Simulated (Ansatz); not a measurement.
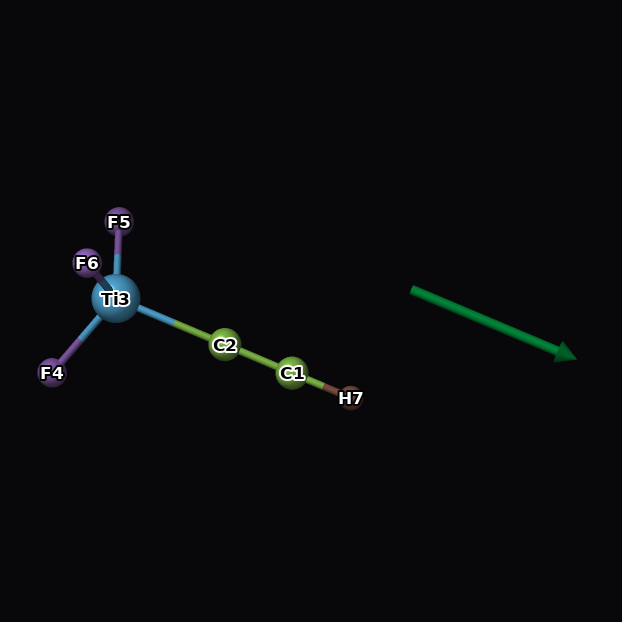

The arrow beside the molecule shows the direction of the dipole moment, from the negative to the positive end (its length means nothing). The species is neutral and a spin singlet. The geometry was computed by an optimisation with PBE-D4/def2-SVP. No frequency run is at hand to confirm it as a minimum. Method: RKS PBE-D4/def2-SVP (Ansatz 0.2.0).

Question: Estimate the dipole moment.

Answer: 1.52 D; it points from the side of F4, F5, F6 to the side of H7 (the outermost atoms at the two ends).
